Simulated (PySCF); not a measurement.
# Geometry relaxation, with input and output: AsH (part 2 of 2)

Continued. System: AsH, multiplicity 3. Method: ROKS-olyp/lanl2dz, optimize (PySCF 2.14.0). Some settings of this run were made unusual or wrong on purpose.

What the program printed, continued:
```
Geometry optimization cycle 5
Cartesian coordinates (Angstrom)
 Atom        New coordinates             dX        dY        dZ
  As   0.000000  -0.000000  -0.282764    0.000000 -0.000000 -0.050072
   H   0.000000  -0.000000   1.192420    0.000000 -0.000000  0.050072
New geometry
   1 As     0.000000000000   0.000000000000  -0.282764466611 AA    0.000000000000   0.000000000000  -0.534347399653 Bohr
   2 H      0.000000000000   0.000000000000   1.192420092183 AA    0.000000000000   0.000000000000   2.253347399654 Bohr

******** <class 'pyscf.scf.hf.DFSymAdaptedROKS_Scanner'> ********
method = DFSymAdaptedROKS_Scanner
initial guess = minao
damping factor = 0
level_shift factor = 0
DIIS = <class 'pyscf.scf.diis.CDIIS'>
diis_start_cycle = 1
diis_space = 8
diis_damp = 0
SCF conv_tol = 1e-09
SCF conv_tol_grad = None
SCF max_cycles = 50
direct_scf = False
num. doubly occ = 2  num. singly occ = 2
XC library pyscf.dft.libxc version 7.0.0
    S. Lehtola, C. Steigemann, M. J.T. Oliveira, and M. A.L. Marques.,  SoftwareX 7, 1–5 (2018)
XC functionals = olyp
    N. C. Handy and A. J. Cohen.,  Mol. Phys. 99, 403 (2001)
    C. Lee, W. Yang, and R. G. Parr.,  Phys. Rev. B 37, 785 (1988)
    B. Miehlich, A. Savin, H. Stoll, and H. Preuss.,  Chem. Phys. Lett. 157, 200 (1989)
radial grids:
    Treutler-Ahlrichs [JCP 102, 346 (1995); DOI:10.1063/1.469408] (M4) radial grids

becke partition: Becke, JCP 88, 2547 (1988); DOI:10.1063/1.454033
pruning grids: <function nwchem_prune>
grids dens level: 3
symmetrized grids: True
atomic radii adjust function: <function treutler_atomic_radii_adjust>
small_rho_cutoff = 0
Freeze 0 electrons in irreps []
    6 free electrons in irreps A1 E1x E1y
Set gradient conv threshold to 3.16228e-05
tot grids = 30232
init E= -6.63761990091407
HOMO (E1y) = -0.174428236959408  LUMO (A1) = 0.039110810392861
cycle= 1 E= -6.65547110373544  delta_E= -0.0179  |g|= 0.0228  |ddm|= 0.0573
HOMO (E1y) = -0.171610167913539  LUMO (A1) = 0.0462953099412501
cycle= 2 E= -6.65554650272056  delta_E= -7.54e-05  |g|= 0.0208  |ddm|= 0.0803
HOMO (E1y) = -0.17021267972602  LUMO (A1) = 0.0446144745848726
cycle= 3 E= -6.65579668571259  delta_E= -0.00025  |g|= 0.00102  |ddm|= 0.0338
HOMO (E1y) = -0.170660782205797  LUMO (A1) = 0.0444730025463946
cycle= 4 E= -6.65579731302355  delta_E= -6.27e-07  |g|= 6.3e-05  |ddm|= 0.00172
HOMO (E1y) = -0.17061079722462  LUMO (A1) = 0.044510155942678
cycle= 5 E= -6.6557973160363  delta_E= -3.01e-09  |g|= 3.46e-06  |ddm|= 0.000126
HOMO (E1y) = -0.170610154161818  LUMO (A1) = 0.0445104489011249
cycle= 6 E= -6.65579731604486  delta_E= -8.56e-12  |g|= 1.12e-07  |ddm|= 9.12e-06
HOMO (E1y) = -0.170610109381642  LUMO (A1) = 0.0445104605890186
Extra cycle  E= -6.65579731604486  delta_E= 3.55e-15  |g|= 1.09e-07  |ddm|= 3.84e-07
converged SCF energy = -6.65579731604486

******** <class 'pyscf.grad.rhf.Gradients_Scanner'> for <class 'pyscf.scf.hf.DFSymAdaptedROKS_Scanner'> ********
unit = Eh/Bohr
grid_response = True
--------------- DFSymAdaptedROKS_Scanner gradients ---------------
         x                y                z
0 As     0.0000000000     0.0000000000     0.0356306461
1 H     0.0000000000     0.0000000000    -0.0356306461
----------------------------------------------
cycle 5: E = -6.65579731604  dE = -0.0115935  norm(grad) = 0.0503893
Step    4 : Displace = 5.007e-02/5.007e-02 (rms/max) Trust = 2.828e-01 (+) Grad = 3.563e-02/3.563e-02 (rms/max) E (change) = -6.6557973160 (-1.159e-02) Quality = 1.350
Hessian Eigenvalues: 5.00000e-02 5.00000e-02 5.00000e-02 ... 5.00000e-02 5.00000e-02 2.91241e-01

Geometry optimization cycle 6
Cartesian coordinates (Angstrom)
 Atom        New coordinates             dX        dY        dZ
  As   0.000000  -0.000000  -0.315134    0.000000 -0.000000 -0.032370
   H   0.000000  -0.000000   1.224790    0.000000 -0.000000  0.032370
New geometry
   1 As     0.000000000000   0.000000000000  -0.315134391781 AA    0.000000000000   0.000000000000  -0.595517692897 Bohr
   2 H      0.000000000000   0.000000000000   1.224790017352 AA    0.000000000000   0.000000000000   2.314517692897 Bohr

******** <class 'pyscf.scf.hf.DFSymAdaptedROKS_Scanner'> ********
method = DFSymAdaptedROKS_Scanner
initial guess = minao
damping factor = 0
level_shift factor = 0
DIIS = <class 'pyscf.scf.diis.CDIIS'>
diis_start_cycle = 1
diis_space = 8
diis_damp = 0
SCF conv_tol = 1e-09
SCF conv_tol_grad = None
SCF max_cycles = 50
direct_scf = False
num. doubly occ = 2  num. singly occ = 2
XC library pyscf.dft.libxc version 7.0.0
    S. Lehtola, C. Steigemann, M. J.T. Oliveira, and M. A.L. Marques.,  SoftwareX 7, 1–5 (2018)
XC functionals = olyp
    N. C. Handy and A. J. Cohen.,  Mol. Phys. 99, 403 (2001)
    C. Lee, W. Yang, and R. G. Parr.,  Phys. Rev. B 37, 785 (1988)
    B. Miehlich, A. Savin, H. Stoll, and H. Preuss.,  Chem. Phys. Lett. 157, 200 (1989)
radial grids:
    Treutler-Ahlrichs [JCP 102, 346 (1995); DOI:10.1063/1.469408] (M4) radial grids

becke partition: Becke, JCP 88, 2547 (1988); DOI:10.1063/1.454033
pruning grids: <function nwchem_prune>
grids dens level: 3
symmetrized grids: True
atomic radii adjust function: <function treutler_atomic_radii_adjust>
small_rho_cutoff = 0
Freeze 0 electrons in irreps []
    6 free electrons in irreps A1 E1x E1y
Set gradient conv threshold to 3.16228e-05
tot grids = 30232
init E= -6.6472194848689
HOMO (E1y) = -0.174636148378824  LUMO (A1) = 0.0242000446776275
cycle= 1 E= -6.65839906174596  delta_E= -0.0112  |g|= 0.0157  |ddm|= 0.0359
HOMO (E1y) = -0.171874997949449  LUMO (A1) = 0.030434492676841
cycle= 2 E= -6.65841173223067  delta_E= -1.27e-05  |g|= 0.0156  |ddm|= 0.0535
HOMO (E1y) = -0.170821977667311  LUMO (A1) = 0.0291014220988355
cycle= 3 E= -6.65855555691047  delta_E= -0.000144  |g|= 0.000833  |ddm|= 0.024
HOMO (E1y) = -0.171208875362567  LUMO (A1) = 0.0289402634931667
cycle= 4 E= -6.6585559891453  delta_E= -4.32e-07  |g|= 3.51e-05  |ddm|= 0.0013
HOMO (E1y) = -0.171179564476493  LUMO (A1) = 0.028963722909185
cycle= 5 E= -6.65855599007877  delta_E= -9.33e-10  |g|= 2.99e-06  |ddm|= 7.19e-05
HOMO (E1y) = -0.171179453588795  LUMO (A1) = 0.0289641461739879
Extra cycle  E= -6.65855599007932  delta_E= -5.54e-13  |g|= 3.08e-06  |ddm|= 1.13e-05
converged SCF energy = -6.65855599007932

******** <class 'pyscf.grad.rhf.Gradients_Scanner'> for <class 'pyscf.scf.hf.DFSymAdaptedROKS_Scanner'> ********
unit = Eh/Bohr
grid_response = True
--------------- DFSymAdaptedROKS_Scanner gradients ---------------
         x                y                z
0 As     0.0000000000     0.0000000000     0.0106273287
1 H     0.0000000000     0.0000000000    -0.0106273287
----------------------------------------------
cycle 6: E = -6.65855599008  dE = -0.00275867  norm(grad) = 0.0150293
Step    5 : Displace = 3.237e-02/3.237e-02 (rms/max) Trust = 3.000e-01 (+) Grad = 1.063e-02/1.063e-02 (rms/max) E (change) = -6.6585559901 (-2.759e-03) Quality = 1.266
Hessian Eigenvalues: 5.00000e-02 5.00000e-02 5.00000e-02 ... 5.00000e-02 5.00000e-02 2.04375e-01

Geometry optimization cycle 7
Cartesian coordinates (Angstrom)
 Atom        New coordinates             dX        dY        dZ
  As   0.000000  -0.000000  -0.328893    0.000000 -0.000000 -0.013758
   H   0.000000  -0.000000   1.238548    0.000000 -0.000000  0.013758
New geometry
   1 As     0.000000000000   0.000000000000  -0.328892799493 AA    0.000000000000   0.000000000000  -0.621517315383 Bohr
   2 H      0.000000000000   0.000000000000   1.238548425065 AA    0.000000000000   0.000000000000   2.340517315383 Bohr

******** <class 'pyscf.scf.hf.DFSymAdaptedROKS_Scanner'> ********
method = DFSymAdaptedROKS_Scanner
initial guess = minao
damping factor = 0
level_shift factor = 0
DIIS = <class 'pyscf.scf.diis.CDIIS'>
diis_start_cycle = 1
diis_space = 8
diis_damp = 0
SCF conv_tol = 1e-09
SCF conv_tol_grad = None
SCF max_cycles = 50
direct_scf = False
num. doubly occ = 2  num. singly occ = 2
XC library pyscf.dft.libxc version 7.0.0
    S. Lehtola, C. Steigemann, M. J.T. Oliveira, and M. A.L. Marques.,  SoftwareX 7, 1–5 (2018)
XC functionals = olyp
    N. C. Handy and A. J. Cohen.,  Mol. Phys. 99, 403 (2001)
    C. Lee, W. Yang, and R. G. Parr.,  Phys. Rev. B 37, 785 (1988)
    B. Miehlich, A. Savin, H. Stoll, and H. Preuss.,  Chem. Phys. Lett. 157, 200 (1989)
radial grids:
    Treutler-Ahlrichs [JCP 102, 346 (1995); DOI:10.1063/1.469408] (M4) radial grids

becke partition: Becke, JCP 88, 2547 (1988); DOI:10.1063/1.454033
pruning grids: <function nwchem_prune>
grids dens level: 3
symmetrized grids: True
atomic radii adjust function: <function treutler_atomic_radii_adjust>
small_rho_cutoff = 0
Freeze 0 electrons in irreps []
    6 free electrons in irreps A1 E1x E1y
Set gradient conv threshold to 3.16228e-05
tot grids = 30232
init E= -6.65418179151449
HOMO (E1y) = -0.173123293739833  LUMO (A1) = 0.020173136386338
cycle= 1 E= -6.65884895259332  delta_E= -0.00467  |g|= 0.00677  |ddm|= 0.0149
HOMO (E1y) = -0.171738293523343  LUMO (A1) = 0.0231361958617115
cycle= 2 E= -6.65884920892851  delta_E= -2.56e-07  |g|= 0.00697  |ddm|= 0.0229
HOMO (E1y) = -0.171268939151244  LUMO (A1) = 0.0225346153324274
cycle= 3 E= -6.65887833245938  delta_E= -2.91e-05  |g|= 0.000384  |ddm|= 0.0106
HOMO (E1y) = -0.171451010883501  LUMO (A1) = 0.022452361412567
cycle= 4 E= -6.65887842599566  delta_E= -9.35e-08  |g|= 1.25e-05  |ddm|= 0.000586
HOMO (E1y) = -0.171440349136074  LUMO (A1) = 0.022461268554787
cycle= 5 E= -6.65887842611273  delta_E= -1.17e-10  |g|= 1.26e-06  |ddm|= 2.58e-05
HOMO (E1y) = -0.171440349397204  LUMO (A1) = 0.0224614530007163
Extra cycle  E= -6.65887842611271  delta_E= 1.95e-14  |g|= 1.37e-06  |ddm|= 4.63e-06
converged SCF energy = -6.65887842611271

******** <class 'pyscf.grad.rhf.Gradients_Scanner'> for <class 'pyscf.scf.hf.DFSymAdaptedROKS_Scanner'> ********
unit = Eh/Bohr
grid_response = True
--------------- DFSymAdaptedROKS_Scanner gradients ---------------
         x                y                z
0 As     0.0000000000     0.0000000000     0.0019490870
1 H     0.0000000000     0.0000000000    -0.0019490870
----------------------------------------------
cycle 7: E = -6.65887842611  dE = -0.000322436  norm(grad) = 0.00275643
Step    6 : Displace = 1.376e-02/1.376e-02 (rms/max) Trust = 3.000e-01 (=) Grad = 1.949e-03/1.949e-03 (rms/max) E (change) = -6.6588784261 (-3.224e-04) Quality = 1.167
Hessian Eigenvalues: 5.00000e-02 5.00000e-02 5.00000e-02 ... 5.00000e-02 5.00000e-02 1.66892e-01

Geometry optimization cycle 8
Cartesian coordinates (Angstrom)
 Atom        New coordinates             dX        dY        dZ
  As   0.000000  -0.000000  -0.331983    0.000000 -0.000000 -0.003090
   H   0.000000  -0.000000   1.241638    0.000000 -0.000000  0.003090
New geometry
   1 As     0.000000000000   0.000000000000  -0.331982864741 AA    0.000000000000   0.000000000000  -0.627356692410 Bohr
   2 H      0.000000000000   0.000000000000   1.241638490313 AA    0.000000000000   0.000000000000   2.346356692410 Bohr

******** <class 'pyscf.scf.hf.DFSymAdaptedROKS_Scanner'> ********
method = DFSymAdaptedROKS_Scanner
initial guess = minao
damping factor = 0
level_shift factor = 0
DIIS = <class 'pyscf.scf.diis.CDIIS'>
diis_start_cycle = 1
diis_space = 8
diis_damp = 0
SCF conv_tol = 1e-09
SCF conv_tol_grad = None
SCF max_cycles = 50
direct_scf = False
num. doubly occ = 2  num. singly occ = 2
XC library pyscf.dft.libxc version 7.0.0
    S. Lehtola, C. Steigemann, M. J.T. Oliveira, and M. A.L. Marques.,  SoftwareX 7, 1–5 (2018)
XC functionals = olyp
    N. C. Handy and A. J. Cohen.,  Mol. Phys. 99, 403 (2001)
    C. Lee, W. Yang, and R. G. Parr.,  Phys. Rev. B 37, 785 (1988)
    B. Miehlich, A. Savin, H. Stoll, and H. Preuss.,  Chem. Phys. Lett. 157, 200 (1989)
radial grids:
    Treutler-Ahlrichs [JCP 102, 346 (1995); DOI:10.1063/1.469408] (M4) radial grids

becke partition: Becke, JCP 88, 2547 (1988); DOI:10.1063/1.454033
pruning grids: <function nwchem_prune>
grids dens level: 3
symmetrized grids: True
atomic radii adjust function: <function treutler_atomic_radii_adjust>
small_rho_cutoff = 0
Freeze 0 electrons in irreps []
    6 free electrons in irreps A1 E1x E1y
Set gradient conv threshold to 3.16228e-05
tot grids = 30232
init E= -6.65784701286485
HOMO (E1y) = -0.17189583402951  LUMO (A1) = 0.0204776421458029
cycle= 1 E= -6.65888908272772  delta_E= -0.00104  |g|= 0.00152  |ddm|= 0.00332
HOMO (E1y) = -0.171566032590908  LUMO (A1) = 0.0211660450934755
cycle= 2 E= -6.65888907050845  delta_E= 1.22e-08  |g|= 0.00158  |ddm|= 0.00514
HOMO (E1y) = -0.171460543798754  LUMO (A1) = 0.0210296172260596
cycle= 3 E= -6.65889057002126  delta_E= -1.5e-06  |g|= 8.75e-05  |ddm|= 0.00238
HOMO (E1y) = -0.17150246714784  LUMO (A1) = 0.0210102153192997
cycle= 4 E= -6.658890574907  delta_E= -4.89e-09  |g|= 2.56e-06  |ddm|= 0.000133
HOMO (E1y) = -0.171500263476397  LUMO (A1) = 0.0210120858266667
cycle= 5 E= -6.65889057491186  delta_E= -4.86e-12  |g|= 2.64e-07  |ddm|= 5.26e-06
HOMO (E1y) = -0.171500268629872  LUMO (A1) = 0.0210121237622901
Extra cycle  E= -6.65889057491185  delta_E= 8.88e-15  |g|= 2.92e-07  |ddm|= 9.6e-07
converged SCF energy = -6.65889057491185

******** <class 'pyscf.grad.rhf.Gradients_Scanner'> for <class 'pyscf.scf.hf.DFSymAdaptedROKS_Scanner'> ********
unit = Eh/Bohr
grid_response = True
--------------- DFSymAdaptedROKS_Scanner gradients ---------------
         x                y                z
0 As     0.0000000000     0.0000000000     0.0001400452
1 H     0.0000000000     0.0000000000    -0.0001400452
----------------------------------------------
cycle 8: E = -6.65889057491  dE = -1.21488e-05  norm(grad) = 0.000198054
Step    7 : Displace = 3.090e-03/3.090e-03 (rms/max) Trust = 3.000e-01 (=) Grad = 1.400e-04/1.400e-04 (rms/max) E (change) = -6.6588905749 (-1.215e-05) Quality = 1.067
Hessian Eigenvalues: 5.00000e-02 5.00000e-02 5.00000e-02 ... 5.00000e-02 5.00000e-02 1.54900e-01

Geometry optimization cycle 9
Cartesian coordinates (Angstrom)
 Atom        New coordinates             dX        dY        dZ
  As   0.000000  -0.000000  -0.332222    0.000000 -0.000000 -0.000239
   H   0.000000  -0.000000   1.241878    0.000000 -0.000000  0.000239
New geometry
   1 As     0.000000000000   0.000000000000  -0.332222079034 AA    0.000000000000   0.000000000000  -0.627808741909 Bohr
   2 H      0.000000000000   0.000000000000   1.241877704606 AA    0.000000000000   0.000000000000   2.346808741909 Bohr

******** <class 'pyscf.scf.hf.DFSymAdaptedROKS_Scanner'> ********
method = DFSymAdaptedROKS_Scanner
initial guess = minao
damping factor = 0
level_shift factor = 0
DIIS = <class 'pyscf.scf.diis.CDIIS'>
diis_start_cycle = 1
diis_space = 8
diis_damp = 0
SCF conv_tol = 1e-09
SCF conv_tol_grad = None
SCF max_cycles = 50
direct_scf = False
num. doubly occ = 2  num. singly occ = 2
XC library pyscf.dft.libxc version 7.0.0
    S. Lehtola, C. Steigemann, M. J.T. Oliveira, and M. A.L. Marques.,  SoftwareX 7, 1–5 (2018)
XC functionals = olyp
    N. C. Handy and A. J. Cohen.,  Mol. Phys. 99, 403 (2001)
    C. Lee, W. Yang, and R. G. Parr.,  Phys. Rev. B 37, 785 (1988)
    B. Miehlich, A. Savin, H. Stoll, and H. Preuss.,  Chem. Phys. Lett. 157, 200 (1989)
radial grids:
    Treutler-Ahlrichs [JCP 102, 346 (1995); DOI:10.1063/1.469408] (M4) radial grids

becke partition: Becke, JCP 88, 2547 (1988); DOI:10.1063/1.454033
pruning grids: <function nwchem_prune>
grids dens level: 3
symmetrized grids: True
atomic radii adjust function: <function treutler_atomic_radii_adjust>
small_rho_cutoff = 0
Freeze 0 electrons in irreps []
    6 free electrons in irreps A1 E1x E1y
Set gradient conv threshold to 3.16228e-05
tot grids = 30232
init E= -6.65881004334314
HOMO (E1y) = -0.171535797584188  LUMO (A1) = 0.0208583952502918
cycle= 1 E= -6.658890630004  delta_E= -8.06e-05  |g|= 0.000118  |ddm|= 0.000257
HOMO (E1y) = -0.171509986080099  LUMO (A1) = 0.0209120404684674
cycle= 2 E= -6.65889062991399  delta_E= 9e-11  |g|= 0.000123  |ddm|= 0.000398
HOMO (E1y) = -0.171501822855366  LUMO (A1) = 0.0209014657589333
cycle= 3 E= -6.65889063893407  delta_E= -9.02e-09  |g|= 6.77e-06  |ddm|= 0.000185
HOMO (E1y) = -0.171505078904069  LUMO (A1) = 0.0208999509856956
cycle= 4 E= -6.6588906389634  delta_E= -2.93e-11  |g|= 1.94e-07  |ddm|= 1.03e-05
HOMO (E1y) = -0.171504866007662  LUMO (A1) = 0.0209001323497264
Extra cycle  E= -6.65889063896341  delta_E= -7.11e-15  |g|= 5.65e-08  |ddm|= 5.31e-07
converged SCF energy = -6.65889063896341

******** <class 'pyscf.grad.rhf.Gradients_Scanner'> for <class 'pyscf.scf.hf.DFSymAdaptedROKS_Scanner'> ********
unit = Eh/Bohr
grid_response = True
--------------- DFSymAdaptedROKS_Scanner gradients ---------------
         x                y                z
0 As     0.0000000000     0.0000000000     0.0000020421
1 H     0.0000000000     0.0000000000    -0.0000020421
----------------------------------------------
cycle 9: E = -6.65889063896  dE = -6.40516e-08  norm(grad) = 2.88793e-06
```

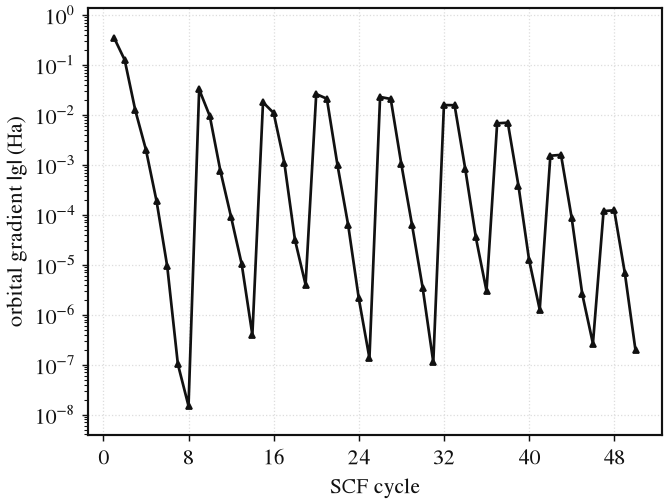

Convergence of the self-consistent field: orbital gradient |g| against the SCF cycle. All cycles printed in the log are drawn one after another.

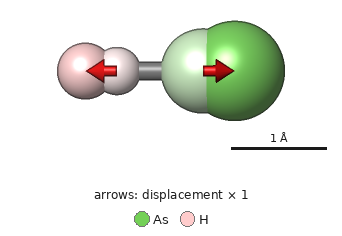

Start (faint) and end (solid) with the displacements as red arrows, at true length (ball-and-stick view, seen on its broad side). The two geometries are laid on each other by the best rigid fit. The largest moves after the best rigid fit, 0.33 Å, are those of As1 and H2. Largest moves by element: As 0.33 Å, H 0.33 Å. Among the contacts that change: As1–H2 0.910 → 1.574 Å. (Atoms are counted from 1 in the order of the input.)

```
Step    8 : Displace = 2.392e-04/2.392e-04 (rms/max) Trust = 3.000e-01 (=) Grad = 2.042e-06/2.042e-06 (rms/max) E (change) = -6.6588906390 (-6.405e-08) Quality = 1.012
Hessian Eigenvalues: 5.00000e-02 5.00000e-02 5.00000e-02 ... 5.00000e-02 5.00000e-02 1.54900e-01
Converged! =D

    #| If this code has benefited your research, please support us by citing: |#
    #| Wang, L.-P.; Song, C.C. (2016) "Geometry optimization made simple with |#
    #| translation and rotation coordinates", J. Chem, Phys. 144, 214108.     |#
    #|                                     |#
optimised geometry (angstrom)
As          0.00000000        0.00000000       -0.33222208
H           0.00000000        0.00000000        1.24187770
orbital energies (hartree): [-0.6326 -0.2682 -0.1694 -0.1694  0.1365  0.3513  0.3513]
```

The run was set up as follows.

Input file:
```python
from pyscf import gto, dft
from pyscf.geomopt.geometric_solver import optimize

mol = gto.M(
    atom='As 0 0 0; H 0 0 1.719',
    basis='lanl2dz',
    ecp={'As': 'lanl2dz'},
    charge=0,
    spin=2,
    unit='bohr',
    symmetry=True,
    verbose=4,
)
mf = dft.ROKS(mol, xc='olyp')
mf = mf.density_fit(auxbasis='def2-universal-jkfit')
mf.kernel()
g = mf.nuc_grad_method()
g.grid_response = True
mol_eq = optimize(g.as_scanner(), maxsteps=30)
print('optimised geometry (angstrom)')
print(mol_eq.tostring('raw'))
print('orbital energies (hartree):', mf.mo_energy[..., max(0, mol.nelec[1]-3):mol.nelec[0]+3].round(4))
```

Command:
```bash
OMP_NUM_THREADS=1 python input.py
```

Outcome:

| quantity | value |
| --- | --- |
| outcome | converged |
| SCF energy at the first geometry | −6.269441 hartree |
| hardware | 1 CPU thread, shared host |
| wall time | 9.2 s |

What went wrong:

Some settings of this run were drawn to be unusual or wrong. It converged; results that depend on the unusual settings are not reference values.
